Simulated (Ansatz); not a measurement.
```
atom    x (Å)    y (Å)    z (Å)
  Ge  -0.7786   1.4162  -0.7065
   C   0.3901  -1.6016   1.5505
   H  -1.9436   0.4334  -0.5207
   H  -0.2224   1.8779   0.6480
   H  -1.2846   2.6519  -1.4884
   H   0.6860  -1.2393   0.5655
   N   0.5735   0.4892  -1.5530
   H   0.6697  -0.8693   2.3082
   H  -0.6897  -1.7507   1.5754
   H   0.8891  -2.5474   1.7617
   H   1.4112   1.0376  -1.6946
   H   0.2992   0.1022  -2.4461
```

The product side of a reaction path; geometry: PBE0-D4/def2-TZVP.

The calculation used RKS PBE0-D4/def2-TZVPP (Ansatz 0.2.0).

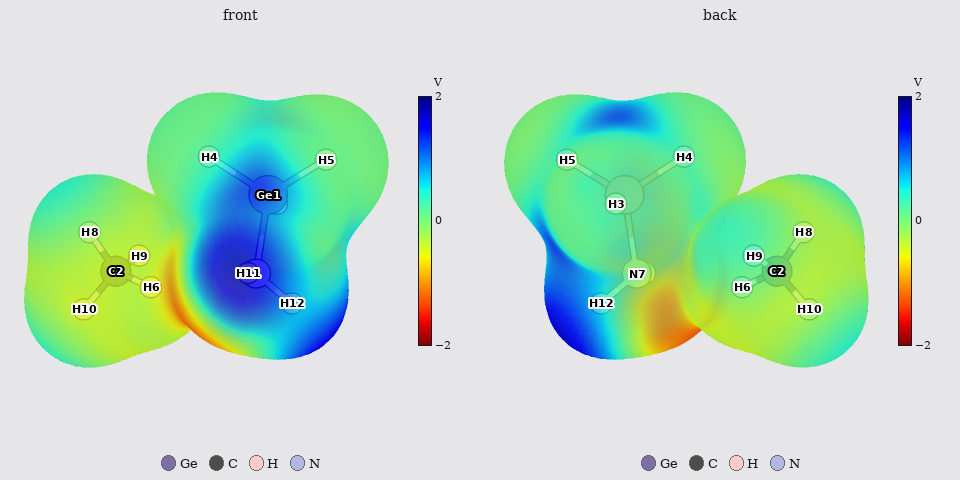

GeH₅N···CH₄. The molecular electrostatic potential painted on the density surface at 0.002 e/bohr³, seen from the front and from behind; the colour scale runs from red (negative) to blue (positive).

Describe the electrostatic potential map.

Answer. The most negative region (about −1.2 V) lies over N7, the most positive (about +1.7 V) over H11 and H12. N7 is the likeliest acceptor of a hydrogen bond.
